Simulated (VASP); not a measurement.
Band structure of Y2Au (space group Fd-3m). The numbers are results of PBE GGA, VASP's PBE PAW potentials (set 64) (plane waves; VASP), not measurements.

Unless said otherwise, spin-orbit coupling is left out, though it shifts the bands of the heavy elements here.

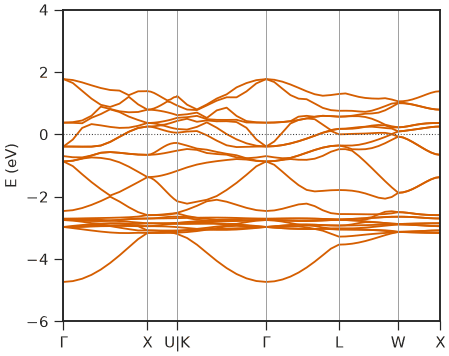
Bands along high-symmetry lines, zero at the valence-band maximum or, without a gap, the Fermi level

Read the plot: is there a gap, and where are the band edges?

It has no gap at this level: it comes out as a metal or semimetal.

The structure was generated: Y2Au was put into an ordered model structure, which need not be its known phase. The cell was not relaxed at this level. The k-mesh is coarse (spacing up to 0.38 per Å, 2π included), so the numbers may not be converged in it.
